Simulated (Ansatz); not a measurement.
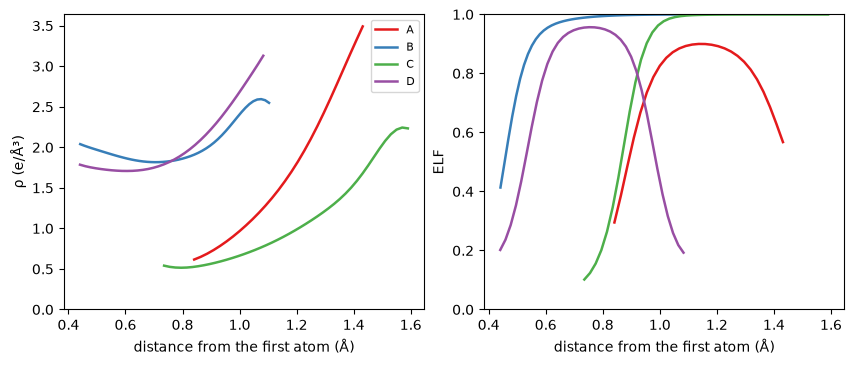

Figure. CH₇Al₂N (SMILES C[N]([AlH2])[AlH2]). Electron density and ELF along straight lines between neighbouring atoms. The curves leave out the atomic cores.

Theory: RKS PBE0-D4/cc-pVDZ in Ansatz.

| atom | x (Å) | y (Å) | z (Å) |
| --- | --- | --- | --- |
| C | -0.0004 | 1.4419 | 0.0907 |
| N | 0.0450 | -0.0238 | 0.0113 |
| Al | -0.4117 | -1.0223 | 1.4604 |
| Al | 0.4516 | -0.8342 | -1.5652 |
| H | 0.9865 | 1.8677 | 0.3444 |
| H | -0.3105 | 1.8979 | -0.8649 |
| H | -0.7075 | 1.7901 | 0.8629 |
| H | -0.3048 | -2.6043 | 1.3415 |
| H | -0.9068 | -0.2469 | 2.7633 |
| H | 0.6917 | 0.0989 | -2.8362 |
| H | 0.5324 | -2.4220 | -1.5877 |

**Which curve belongs to which contact (Al–H, Al–N, C–H and C–N)? The first atom named is at distance zero.**

Curve A: Al–N (1.82 Å): ρ is about 0.73 e/Å³ halfway; the ELF peaks at about 0.90 in the valence shell of N, 0.7 Å from its nucleus, and is about 0.60 at the midpoint. Curve B: C–H (1.10 Å): ρ at the midpoint is about 1.9 e/Å³; the ELF climbs to about 1 towards the hydrogen, as it does in any bond to H: an ordinary covalent bond to hydrogen. Curve C: Al–H (1.59 Å): ρ at the midpoint is about 0.51 e/Å³; the ELF climbs to about 1 towards the hydrogen. Curve D: C–N (1.47 Å): ρ at the midpoint is about 1.8 e/Å³; the ELF peaks at about 0.95 between the atoms (a covalent bond).
